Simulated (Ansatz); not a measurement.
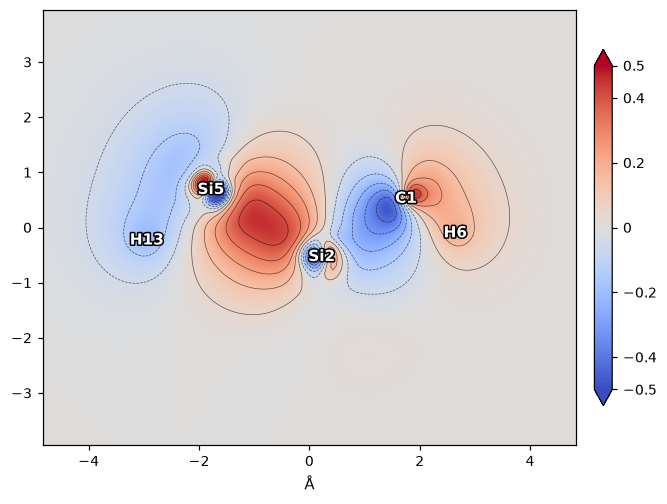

Figure 1: CH8O2Si2 (SMILES C[Si](O)(O)[SiH3]). The HOMO on the plane of atoms C1, Si2 and Si5 (values in Å⁻³ᐟ²; the overall sign is arbitrary).

Geometry: PBE0-D4/def2-TZVP.

These are results of RKS PBE0-D4/def2-TZVPP (Ansatz 0.2.0), not measurements.

```xyz
13

C    -1.5617    0.8371    0.3495
Si    0.2272    0.3632    0.1915
O     0.7936    0.3720    1.7437
O     1.0652    1.4132   -0.7682
Si    0.5840   -1.7203   -0.8291
H    -1.6578    1.8148    0.8314
H    -2.1015    0.1104    0.9611
H    -2.0416    0.8878   -0.6304
H     1.7095    0.1214    1.8747
H     1.0047    2.3485   -0.5629
H     0.1616   -1.7123   -2.2564
H    -0.1890   -2.7800   -0.1223
H     2.0264   -2.0906   -0.7675
```

### What is the character of this orbital?

By Hirshfeld shares it lies mainly on Si5 (about 35 %), Si2 (about 25 %), C1 (about 10 %) and O3 (about 10 %). Its energy is −7.67 eV.
